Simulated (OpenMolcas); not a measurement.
**GaHSCl: energy and gradient calculation (part 2 of 3)**

GaHSCl, multiplicity 2, SMILES [SH][Ga][Cl]; HF/STO-3G, UHF (OpenMolcas 26.06). The run did not end well. The geometry comes from this level: PBE0-D4/def2-TZVP. The run did not end well; see the last part.

Geometry of the input (Å):
```
S  -1.0454  0.6854  -0.9529
Ga 0.0312  -1.1710  -0.3348
Cl 1.4599  -0.9750  1.2870
H  -0.3901  1.4004  -0.0195
```

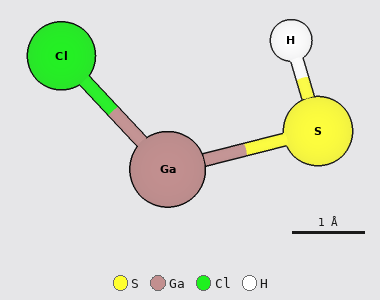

The input geometry (ball-and-stick view, seen at a tilt). Sticks mark near contacts.

What the program printed, continued:
```
  79  -749.390008881 -2424.867913851  1375.765926104  -9.94E-09*   4.85E-03*   2.24E-05*    2.46E-03   2.87E+02   QNRc2DIIS    0.
  80  -749.390008901 -2424.868310862  1375.766323096  -2.02E-08*   6.02E-03*   3.88E-05*    7.67E-03   2.87E+02   QNRc2DIIS    0.
  81  -749.390008932 -2424.868897012  1375.766909214  -3.14E-08*   1.50E-02*   4.86E-05*    9.60E-03   2.87E+02   QNRc2DIIS    0.
  82  -749.390008783 -2424.867618211  1375.765630563   1.50E-07*   9.75E-03*   6.87E-05*    2.39E-02   2.87E+02   QNRc2DIIS    0.
  83  -749.390008845 -2424.867062565  1375.765074854  -6.30E-08*   3.28E-03*   3.57E-05*    1.56E-02   2.87E+02   QNRc2DIIS    0.
  84  -749.390008861 -2424.867255666  1375.765267940  -1.50E-08*   1.29E-02*   2.74E-05*    5.23E-03   2.87E+02   QNRc2DIIS    0.
  85  -749.390008894 -2424.868321730  1375.766333971  -3.38E-08*   2.59E-03*   1.43E-05*    2.04E-02   2.87E+02   QNRc2DIIS    0.
  86  -749.390008896 -2424.868125142  1375.766137381  -1.53E-09*   4.65E-04*   9.35E-06*    4.12E-03   2.87E+02   QNRc2DIIS    0.
  87  -749.390008897 -2424.868084708  1375.766096945  -1.53E-09*   2.73E-04*   5.44E-06*    6.24E-04   2.87E+02   QNRc2DIIS    0.
  88  -749.390008898 -2424.868102693  1375.766114930  -2.86E-10*   4.62E-05*   5.13E-06*    4.41E-04   2.87E+02   QNRc2DIIS    0.
  89  -749.390008898 -2424.868104995  1375.766117232  -5.32E-11    5.27E-05*   5.11E-06*    6.80E-05   2.87E+02   QNRc2DIIS    0.
  90  -749.390008898 -2424.868110770  1375.766123007  -9.32E-11    6.31E-05*   5.10E-06*    7.69E-05   2.87E+02   QNRc2DIIS    0.
  91  -749.390008898 -2424.868116897  1375.766129134  -1.65E-10*   9.19E-05*   5.06E-06*    8.51E-05   2.87E+02   QNRc2DIIS    0.
  92  -749.390008898 -2424.868112632  1375.766124868  -6.37E-11    2.61E-04*   5.14E-06*    1.49E-04   2.87E+02   QNRc2DIIS    0.
  93  -749.390008898 -2424.868104886  1375.766117122  -3.09E-11    9.73E-05*   5.34E-06*    4.09E-04   2.87E+02   QNRc2DIIS    0.
  94  -749.390008898 -2424.868102631  1375.766114868   2.91E-10*   6.43E-05*   5.34E-06*    1.20E-04   2.87E+02   QNRc2DIIS    0.
  95  -749.390008898 -2424.868101537  1375.766113773   1.58E-10*   2.94E-04*   5.36E-06*    8.04E-05   2.87E+02   QNRc2DIIS    0.
  96  -749.390008898 -2424.868110086  1375.766122322  -7.43E-10*   4.73E-05*   5.28E-06*    3.66E-04   2.87E+02   QNRc2DIIS    0.
  97  -749.390008898 -2424.868107239  1375.766119475  -3.27E-11    1.78E-03*   5.27E-06*    6.17E-05   2.87E+02   QNRc2DIIS    0.
  98  -749.390008901 -2424.868137174  1375.766149408  -2.54E-09*   1.77E-03*   4.63E-06*    2.27E-03   2.87E+02   QNRc2DIIS    0.
  99  -749.390008902 -2424.868166301  1375.766178533  -1.20E-09*   4.45E-04*   5.24E-06*    2.22E-03   2.87E+02   QNRc2DIIS    0.
 100  -749.390008902 -2424.868166585  1375.766178817  -3.68E-10*   4.47E-05*   4.33E-06*    5.55E-04   2.87E+02   QNRc2DIIS    0.
 101  -749.390008903 -2424.868164973  1375.766177205  -1.48E-10*   2.61E-05*   3.87E-06*    5.56E-05   2.87E+02   QNRc2DIIS    0.
 102  -749.390008903 -2424.868165475  1375.766177707   1.17E-10*   6.93E-05*   4.11E-06*    3.27E-05   2.87E+02   QNRc2DIIS    0.
 103  -749.390008902 -2424.868169071  1375.766181304   2.85E-10*   2.99E-04*   4.92E-06*    9.12E-05   2.87E+02   QNRc2DIIS    0.
 104  -749.390008904 -2424.868157668  1375.766169898  -1.39E-09*   3.65E-04*   3.69E-06*    3.87E-04   2.87E+02   QNRc2DIIS    0.
 105  -749.390008905 -2424.868149146  1375.766161375  -1.32E-09*   1.93E-05*   3.54E-06*    5.31E-04   2.87E+02   QNRc2DIIS    0.
 106  -749.390008905 -2424.868146774  1375.766159003  -5.73E-11    4.53E-05*   3.52E-06*    2.82E-05   2.87E+02   QNRc2DIIS    0.
 107  -749.390008905 -2424.868149157  1375.766161386   8.19E-11*   3.28E-05*   3.58E-06*    6.21E-05   2.87E+02   QNRc2DIIS    0.
 108  -749.390008905 -2424.868147043  1375.766159273  -1.10E-10*   5.70E-05*   3.56E-06*    3.92E-05   2.87E+02   QNRc2DIIS    0.
 109  -749.390008905 -2424.868147916  1375.766160146   1.86E-10*   5.94E-05*   3.55E-06*    8.20E-05   2.87E+02   QNRc2DIIS    0.
 110  -749.390008905 -2424.868144044  1375.766156274  -1.86E-11    4.37E-05*   3.57E-06*    8.90E-05   2.87E+02   QNRc2DIIS    0.
 111  -749.390008905 -2424.868145595  1375.766157824  -3.09E-11    5.21E-04*   3.62E-06*    5.83E-05   2.87E+02   QNRc2DIIS    0.
 112  -749.390008905 -2424.868094570  1375.766106799  -2.84E-10*   7.08E-04*   3.82E-06*    7.02E-04   2.87E+02   QNRc2DIIS    0.
 113  -749.390008905 -2424.868154833  1375.766167062  -1.34E-10*   3.28E-04*   3.81E-06*    9.79E-04   2.87E+02   QNRc2DIIS    0.
 114  -749.390008905 -2424.868139685  1375.766151914   4.19E-10*   2.09E-04*   3.50E-06*    4.59E-04   2.87E+02   QNRc2DIIS    0.
 115  -749.390008905 -2424.868137986  1375.766150216   1.51E-10*   9.90E-05*   3.41E-06*    3.26E-04   2.87E+02   QNRc2DIIS    0.
 116  -749.390008904 -2424.868146765  1375.766158995   4.80E-10*   2.04E-04*   3.47E-06*    1.30E-04   2.87E+02   QNRc2DIIS    0.
 117  -749.390008905 -2424.868135828  1375.766148057  -6.76E-10*   8.93E-05*   3.41E-06*    2.94E-04   2.87E+02   QNRc2DIIS    0.
 118  -749.390008905 -2424.868142802  1375.766155031   1.88E-10*   3.42E-05*   3.45E-06*    1.35E-04   2.87E+02   QNRc2DIIS    0.
 119  -749.390008905 -2424.868145761  1375.766157990  -1.23E-11    5.26E-05*   3.43E-06*    5.37E-05   2.87E+02   QNRc2DIIS    0.
 120  -749.390008905 -2424.868147436  1375.766159665   3.55E-11*   2.22E-04*   3.40E-06*    8.12E-05   2.87E+02   QNRc2DIIS    0.
 121  -749.390008905 -2424.868144033  1375.766156262  -6.79E-10*   2.45E-05*   3.11E-06*    2.94E-04   2.87E+02   QNRc2DIIS    0.
 122  -749.390008905 -2424.868142759  1375.766154988  -5.00E-11    4.73E-05*   3.14E-06*    3.84E-05   2.87E+02   QNRc2DIIS    0.
 123  -749.390008905 -2424.868141774  1375.766154003   8.28E-11*   1.12E-05*   3.13E-06*    6.95E-05   2.87E+02   QNRc2DIIS    0.
 124  -749.390008905 -2424.868141745  1375.766153974   2.55E-11*   1.86E-05*   3.15E-06*    1.59E-05   2.87E+02   QNRc2DIIS    0.
 125  -749.390008905 -2424.868142739  1375.766154968   7.37E-11*   4.93E-05*   3.17E-06*    2.35E-05   2.87E+02   QNRc2DIIS    0.
 126  -749.390008905 -2424.868139126  1375.766151355  -1.78E-10*   1.68E-05*   3.12E-06*    6.20E-05   2.87E+02   QNRc2DIIS    0.
 127  -749.390008905 -2424.868137497  1375.766149726  -1.14E-11    2.16E-04*   3.11E-06*    2.57E-05   2.87E+02   QNRc2DIIS    0.
 128  -749.390008905 -2424.868137810  1375.766150039   5.96E-11*   2.68E-04*   3.08E-06*    2.71E-04   2.87E+02   QNRc2DIIS    0.
 129  -749.390008905 -2424.868153396  1375.766165626   7.67E-10*   4.15E-05*   3.26E-06*    3.60E-04   2.87E+02   QNRc2DIIS    0.
 130  -749.390008905 -2424.868152684  1375.766164913  -4.68E-11    4.47E-05*   3.27E-06*    5.48E-05   2.87E+02   QNRc2DIIS    0.
 131  -749.390008905 -2424.868152814  1375.766165043   3.14E-11*   4.95E-06    3.27E-06*    5.63E-05   2.87E+02   QNRc2DIIS    0.
 132  -749.390008905 -2424.868152408  1375.766164638  -1.36E-11    3.20E-06    3.27E-06*    7.63E-06   2.87E+02   QNRc2DIIS    0.
 133  -749.390008905 -2424.868152216  1375.766164445  -3.64E-12    1.57E-05*   3.27E-06*    4.92E-06   2.87E+02   QNRc2DIIS    0.
 134  -749.390008905 -2424.868150779  1375.766163009  -4.55E-11    3.92E-06    3.26E-06*    2.15E-05   2.87E+02   QNRc2DIIS    0.
 135  -749.390008905 -2424.868150058  1375.766162288  -1.36E-11    7.19E-06    3.26E-06*    6.39E-06   2.87E+02   QNRc2DIIS    0.
 136  -749.390008905 -2424.868149227  1375.766161457  -1.18E-11    7.03E-06    3.26E-06*    9.28E-06   2.87E+02   QNRc2DIIS    0.
 137  -749.390008905 -2424.868148171  1375.766160401  -1.96E-11    8.27E-06    3.25E-06*    1.01E-05   2.87E+02   QNRc2DIIS    0.
 138  -749.390008905 -2424.868147003  1375.766159233  -1.77E-11    9.47E-06    3.25E-06*    1.21E-05   2.87E+02   QNRc2DIIS    0.
 139  -749.390008905 -2424.868145754  1375.766157984  -1.55E-11    9.93E-06    3.26E-06*    1.40E-05   2.87E+02   QNRc2DIIS    0.
 140  -749.390008905 -2424.868144454  1375.766156683  -1.55E-11    1.14E-05*   3.26E-06*    1.49E-05   2.87E+02   QNRc2DIIS    0.
 141  -749.390008905 -2424.868143068  1375.766155297  -1.32E-11    1.28E-05*   3.26E-06*    1.72E-05   2.87E+02   QNRc2DIIS    0.
 142  -749.390008905 -2424.868141603  1375.766153832  -1.50E-11    2.54E-05*   3.27E-06*    1.95E-05   2.87E+02   QNRc2DIIS    0.
 143  -749.390008905 -2424.868144281  1375.766156510  -1.46E-11    4.66E-06    3.25E-06*    4.11E-05   2.87E+02   QNRc2DIIS    0.
 144  -749.390008905 -2424.868143769  1375.766155999  -1.55E-11    3.84E-06    3.25E-06*    6.43E-06   2.87E+02   QNRc2DIIS    0.
 145  -749.390008905 -2424.868143402  1375.766155632  -1.32E-11    3.20E-06    3.25E-06*    5.18E-06   2.87E+02   QNRc2DIIS    0.
 146  -749.390008905 -2424.868143217  1375.766155447  -1.55E-11    3.39E-06    3.25E-06*    4.36E-06   2.87E+02   QNRc2DIIS    0.
 147  -749.390008905 -2424.868143263  1375.766155492  -1.41E-11    5.10E-06    3.24E-06*    5.23E-06   2.87E+02   QNRc2DIIS    0.
 148  -749.390008905 -2424.868143591  1375.766155820  -1.36E-11    3.14E-06    3.24E-06*    8.42E-06   2.87E+02   QNRc2DIIS    0.
 149  -749.390008905 -2424.868143450  1375.766155680  -1.41E-11    3.15E-06    3.24E-06*    4.39E-06   2.87E+02   QNRc2DIIS    0.
 150  -749.390008905 -2424.868143380  1375.766155609  -1.46E-11    3.28E-06    3.23E-06*    4.60E-06   2.87E+02   QNRc2DIIS    0.
 151  -749.390008905 -2424.868143365  1375.766155595  -1.27E-11    3.41E-06    3.23E-06*    4.97E-06   2.87E+02   QNRc2DIIS    0.
 152  -749.390008905 -2424.868143383  1375.766155612  -1.41E-11    3.41E-06    3.23E-06*    5.27E-06   2.87E+02   QNRc2DIIS    0.
 153  -749.390008905 -2424.868143395  1375.766155624  -1.64E-11    3.24E-06    3.22E-06*    5.29E-06   2.87E+02   QNRc2DIIS    0.
 154  -749.390008905 -2424.868143348  1375.766155577  -1.27E-11    3.30E-06    3.22E-06*    4.86E-06   2.87E+02   QNRc2DIIS    0.
 155  -749.390008905 -2424.868143319  1375.766155548  -1.36E-11    3.34E-06    3.22E-06*    5.02E-06   2.87E+02   QNRc2DIIS    0.
 156  -749.390008905 -2424.868143299  1375.766155528  -1.46E-11    3.36E-06    3.21E-06*    5.12E-06   2.87E+02   QNRc2DIIS    0.
 157  -749.390008905 -2424.868143278  1375.766155507  -1.50E-11    3.35E-06    3.21E-06*    5.16E-06   2.87E+02   QNRc2DIIS    0.
 158  -749.390008905 -2424.868143251  1375.766155480  -1.32E-11    3.34E-06    3.21E-06*    5.14E-06   2.87E+02   QNRc2DIIS    0.
 159  -749.390008905 -2424.868143216  1375.766155446  -1.27E-11    3.36E-06    3.20E-06*    5.12E-06   2.87E+02   QNRc2DIIS    0.
 160  -749.390008905 -2424.868143185  1375.766155414  -1.77E-11    3.38E-06    3.20E-06*    5.17E-06   2.87E+02   QNRc2DIIS    0.
 161  -749.390008905 -2424.868143154  1375.766155383  -1.41E-11    3.38E-06    3.20E-06*    5.21E-06   2.87E+02   QNRc2DIIS    0.
 162  -749.390008905 -2424.868143121  1375.766155350  -1.32E-11    3.39E-06    3.19E-06*    5.22E-06   2.87E+02   QNRc2DIIS    0.
 163  -749.390008905 -2424.868143086  1375.766155315  -1.14E-11    3.40E-06    3.19E-06*    5.24E-06   2.87E+02   QNRc2DIIS    0.
 164  -749.390008905 -2424.868143050  1375.766155279  -1.91E-11    3.41E-06    3.19E-06*    5.26E-06   2.87E+02   QNRc2DIIS    0.
 165  -749.390008905 -2424.868143013  1375.766155243  -1.18E-11    3.42E-06    3.18E-06*    5.29E-06   2.87E+02   QNRc2DIIS    0.
 166  -749.390008905 -2424.868142976  1375.766155206  -1.23E-11    3.43E-06    3.18E-06*    5.31E-06   2.87E+02   QNRc2DIIS    0.
 167  -749.390008905 -2424.868142939  1375.766155168  -1.59E-11    3.44E-06    3.18E-06*    5.33E-06   2.87E+02   QNRc2DIIS    0.
 168  -749.390008905 -2424.868142900  1375.766155129  -1.55E-11    3.45E-06    3.18E-06*    5.36E-06   2.87E+02   QNRc2DIIS    0.
 169  -749.390008905 -2424.868142861  1375.766155090  -1.46E-11    3.46E-06    3.17E-06*    5.38E-06   2.87E+02   QNRc2DIIS    0.
 170  -749.390008905 -2424.868142822  1375.766155051  -1.46E-11    3.48E-06    3.17E-06*    5.41E-06   2.87E+02   QNRc2DIIS    0.
 171  -749.390008905 -2424.868142782  1375.766155011  -1.36E-11    3.49E-06    3.17E-06*    5.43E-06   2.87E+02   QNRc2DIIS    0.
 172  -749.390008905 -2424.868142742  1375.766154971  -1.46E-11    3.50E-06    3.16E-06*    5.46E-06   2.87E+02   QNRc2DIIS    0.
 173  -749.390008905 -2424.868142702  1375.766154931  -1.50E-11    3.51E-06    3.16E-06*    5.48E-06   2.87E+02   QNRc2DIIS    0.
 174  -749.390008905 -2424.868142661  1375.766154890  -1.36E-11    3.52E-06    3.16E-06*    5.51E-06   2.87E+02   QNRc2DIIS    0.
 175  -749.390008905 -2424.868142620  1375.766154849  -1.41E-11    3.53E-06    3.15E-06*    5.54E-06   2.87E+02   QNRc2DIIS    0.
 176  -749.390008905 -2424.868142578  1375.766154807  -1.50E-11    3.55E-06    3.15E-06*    5.57E-06   2.87E+02   QNRc2DIIS    0.
 177  -749.390008905 -2424.868142537  1375.766154766  -1.59E-11    3.56E-06    3.15E-06*    5.59E-06   2.87E+02   QNRc2DIIS    0.
 178  -749.390008905 -2424.868142495  1375.766154724  -1.18E-11    3.57E-06    3.14E-06*    5.62E-06   2.87E+02   QNRc2DIIS    0.
 179  -749.390008905 -2424.868142453  1375.766154682  -1.59E-11    1.93E-03*   3.14E-06*    5.65E-06   2.87E+02   QNRc2DIIS    0.
 180  -749.390008909 -2424.868158461  1375.766170686  -3.99E-09*   8.01E-04*   1.86E-06*    2.43E-03   2.87E+02   QNRc2DIIS    0.
 181  -749.390008908 -2424.868049296  1375.766061522   9.14E-10*   6.67E-04*   2.31E-06*    1.12E-03   2.87E+02   QNRc2DIIS    0.
 182  -749.390008909 -2424.868139546  1375.766151771  -9.63E-10*   4.39E-06    1.84E-06*    9.33E-04   2.87E+02   QNRc2DIIS    0.
 183  -749.390008909 -2424.868140030  1375.766152255  -5.91E-12    1.44E-06    1.84E-06*    6.26E-06   2.87E+02   QNRc2DIIS    0.
 184  -749.390008909 -2424.868139972  1375.766152197  -4.55E-12    3.01E-06    1.84E-06*    1.98E-06   2.87E+02   QNRc2DIIS    0.
 185  -749.390008909 -2424.868139853  1375.766152078  -5.00E-12    1.48E-06    1.83E-06*    4.15E-06   2.87E+02   QNRc2DIIS    0.
 186  -749.390008909 -2424.868139798  1375.766152023  -4.09E-12    9.22E-07    1.83E-06*    2.02E-06   2.87E+02   QNRc2DIIS    0.
 187  -749.390008909 -2424.868139766  1375.766151991  -9.09E-13    1.79E-06    1.83E-06*    1.25E-06   2.87E+02   QNRc2DIIS    0.
 188  -749.390008909 -2424.868139703  1375.766151928  -4.55E-12    1.71E-06    1.82E-06*    2.42E-06   2.87E+02   QNRc2DIIS    0.
 189  -749.390008909 -2424.868139648  1375.766151873  -2.73E-12    1.76E-06    1.82E-06*    2.31E-06   2.87E+02   QNRc2DIIS    0.
 190  -749.390008909 -2424.868139595  1375.766151820  -5.00E-12    1.51E-06    1.82E-06*    2.38E-06   2.87E+02   QNRc2DIIS    0.
 191  -749.390008909 -2424.868139553  1375.766151778  -4.55E-12    1.52E-06    1.82E-06*    2.04E-06   2.87E+02   QNRc2DIIS    0.
 192  -749.390008909 -2424.868139514  1375.766151739  -2.27E-12    1.64E-06    1.81E-06*    2.04E-06   2.87E+02   QNRc2DIIS    0.
 193  -749.390008909 -2424.868139472  1375.766151697  -5.00E-12    1.62E-06    1.81E-06*    2.21E-06   2.87E+02   QNRc2DIIS    0.
 194  -749.390008909 -2424.868139433  1375.766151658  -2.73E-12    1.60E-06    1.81E-06*    2.17E-06   2.87E+02   QNRc2DIIS    0.
 195  -749.390008909 -2424.868139397  1375.766151621  -4.55E-12    1.57E-06    1.80E-06*    2.14E-06   2.87E+02   QNRc2DIIS    0.
 196  -749.390008909 -2424.868139362  1375.766151587  -2.73E-12    1.58E-06    1.80E-06*    2.10E-06   2.87E+02   QNRc2DIIS    0.
 197  -749.390008909 -2424.868139328  1375.766151553  -3.64E-12    1.59E-06    1.80E-06*    2.11E-06   2.87E+02   QNRc2DIIS    0.
 198  -749.390008909 -2424.868139295  1375.766151520  -3.64E-12    1.58E-06    1.80E-06*    2.13E-06   2.87E+02   QNRc2DIIS    0.
 199  -749.390008909 -2424.868139263  1375.766151488  -5.00E-12    1.57E-06    1.79E-06*    2.12E-06   2.87E+02   QNRc2DIIS    0.
 200  -749.390008909 -2424.868139232  1375.766151456  -1.36E-12    1.57E-06    1.79E-06*    2.11E-06   2.87E+02   QNRc2DIIS    0.
 201  -749.390008909 -2424.868139201  1375.766151426  -4.55E-12    1.57E-06    1.79E-06*    2.10E-06   2.87E+02   QNRc2DIIS    0.
 202  -749.390008909 -2424.868139171  1375.766151396  -4.55E-12    1.57E-06    1.79E-06*    2.10E-06   2.87E+02   QNRc2DIIS    0.
 203  -749.390008909 -2424.868139142  1375.766151367  -3.18E-12    1.57E-06    1.78E-06*    2.10E-06   2.87E+02   QNRc2DIIS    0.
 204  -749.390008910 -2424.868139113  1375.766151338  -4.55E-12    1.56E-06    1.78E-06*    2.09E-06   2.87E+02   QNRc2DIIS    0.
 205  -749.390008910 -2424.868139084  1375.766151309  -2.27E-12    1.56E-06    1.78E-06*    2.09E-06   2.87E+02   QNRc2DIIS    0.
 206  -749.390008910 -2424.868139056  1375.766151281  -3.64E-12    1.56E-06    1.77E-06*    2.09E-06   2.87E+02   QNRc2DIIS    0.
 207  -749.390008910 -2424.868139028  1375.766151253  -4.09E-12    1.56E-06    1.77E-06*    2.09E-06   2.87E+02   QNRc2DIIS    0.
 208  -749.390008910 -2424.868139001  1375.766151226  -2.73E-12    1.56E-06    1.77E-06*    2.08E-06   2.87E+02   QNRc2DIIS    0.
 209  -749.390008910 -2424.868138973  1375.766151198  -3.64E-12    2.09E-06    1.77E-06*    2.08E-06   2.87E+02   QNRc2DIIS    0.
 210  -749.390008910 -2424.868138927  1375.766151152  -4.55E-12    3.97E-06    1.76E-06*    2.49E-06   2.87E+02   QNRc2DIIS    0.
 211  -749.390008910 -2424.868139400  1375.766151625  -2.73E-12    3.28E-06    1.75E-06*    5.57E-06   2.87E+02   QNRc2DIIS    0.
 212  -749.390008910 -2424.868138966  1375.766151191  -3.18E-12    1.35E-06    1.75E-06*    4.47E-06   2.87E+02   QNRc2DIIS    0.
 213  -749.390008910 -2424.868138953  1375.766151178  -4.09E-12    1.35E-06    1.75E-06*    1.75E-06   2.87E+02   QNRc2DIIS    0.
 214  -749.390008910 -2424.868138944  1375.766151169  -1.36E-12    1.37E-06    1.74E-06*    1.73E-06   2.87E+02   QNRc2DIIS    0.
 215  -749.390008910 -2424.868138938  1375.766151163  -5.91E-12    1.36E-06    1.74E-06*    1.73E-06   2.87E+02   QNRc2DIIS    0.
 216  -749.390008910 -2424.868138940  1375.766151165  -2.73E-12    1.41E-06    1.73E-06*    1.76E-06   2.87E+02   QNRc2DIIS    0.
 217  -749.390008910 -2424.868138849  1375.766151073  -3.64E-12    1.33E-06    1.73E-06*    1.80E-06   2.87E+02   QNRc2DIIS    0.
 218  -749.390008910 -2424.868138825  1375.766151050  -1.82E-12    1.33E-06    1.72E-06*    1.70E-06   2.87E+02   QNRc2DIIS    0.
 219  -749.390008910 -2424.868138800  1375.766151024  -2.73E-12    1.33E-06    1.72E-06*    1.70E-06   2.87E+02   QNRc2DIIS    0.
 220  -749.390008910 -2424.868138771  1375.766150996  -5.46E-12    1.32E-06    1.71E-06*    1.69E-06   2.87E+02   QNRc2DIIS    0.
 221  -749.390008910 -2424.868138738  1375.766150962  -3.18E-12    1.32E-06    1.71E-06*    1.69E-06   2.87E+02   QNRc2DIIS    0.
 222  -749.390008910 -2424.868138697  1375.766150922  -2.27E-12    1.32E-06    1.70E-06*    1.69E-06   2.87E+02   QNRc2DIIS    0.
 223  -749.390008910 -2424.868138667  1375.766150892  -2.73E-12    1.31E-06    1.70E-06*    1.68E-06   2.87E+02   QNRc2DIIS    0.
 224  -749.390008910 -2424.868138636  1375.766150860  -3.18E-12    1.31E-06    1.70E-06*    1.68E-06   2.87E+02   QNRc2DIIS    0.
 225  -749.390008910 -2424.868138603  1375.766150828  -4.09E-12    1.31E-06    1.69E-06*    1.68E-06   2.87E+02   QNRc2DIIS    0.
 226  -749.390008910 -2424.868138570  1375.766150794  -2.73E-12    1.31E-06    1.69E-06*    1.67E-06   2.87E+02   QNRc2DIIS    0.
 227  -749.390008910 -2424.868138536  1375.766150761  -1.82E-12    1.30E-06    1.68E-06*    1.67E-06   2.87E+02   QNRc2DIIS    0.
 228  -749.390008910 -2424.868138504  1375.766150729  -4.09E-12    1.30E-06    1.68E-06*    1.67E-06   2.87E+02   QNRc2DIIS    0.
 229  -749.390008910 -2424.868138471  1375.766150696  -5.00E-12    1.30E-06    1.67E-06*    1.66E-06   2.87E+02   QNRc2DIIS    0.
 230  -749.390008910 -2424.868138439  1375.766150664  -1.82E-12    1.30E-06    1.67E-06*    1.66E-06   2.87E+02   QNRc2DIIS    0.
 231  -749.390008910 -2424.868138406  1375.766150631  -1.82E-12    1.30E-06    1.67E-06*    1.66E-06   2.87E+02   QNRc2DIIS    0.
 232  -749.390008910 -2424.868138373  1375.766150598  -4.55E-12    1.29E-06    1.66E-06*    1.65E-06   2.87E+02   QNRc2DIIS    0.
```
